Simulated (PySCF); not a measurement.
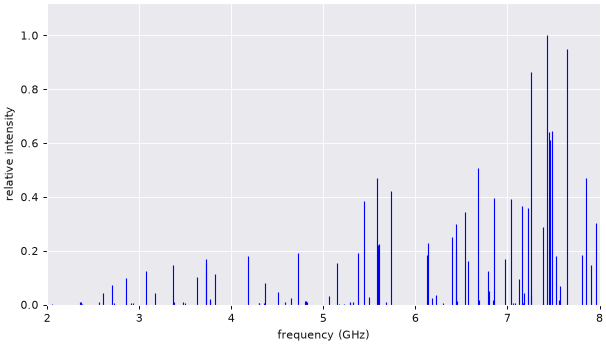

Simulated rotational absorption lines between 2 and 8 GHz at 3 K: rigid rotor with the equilibrium constants and dipole of one optimised conformer (PBE0-D3(BJ)/def2-SVP, PySCF 2.14.0), commonest isotopes; no centrifugal distortion, hyperfine structure, internal rotation or nuclear-spin weights; lines within 1 MHz of each other are summed.

Question: Which molecule gives this spectrum?
A. CHBClF₃O₂, SMILES OB(Cl)OC(F)(F)F
B. C₃H₆F₂Si, SMILES F[C@@H]1C[C@@H](F)[SiH2]1
C. C₃H₆GeOSi, SMILES O=C[SiH2]C#[C][GeH3], singlet

Answer: Option A. Rotational constants A, B, C = 3.487, 0.9805, 0.8827 GHz, |μa|, |μb|, |μc| = 1.84, 1.61, 0.02 D.

Known limits of this run: coarse grid, loose stop and no frequency check, small forces are noise and the end may be a saddle.
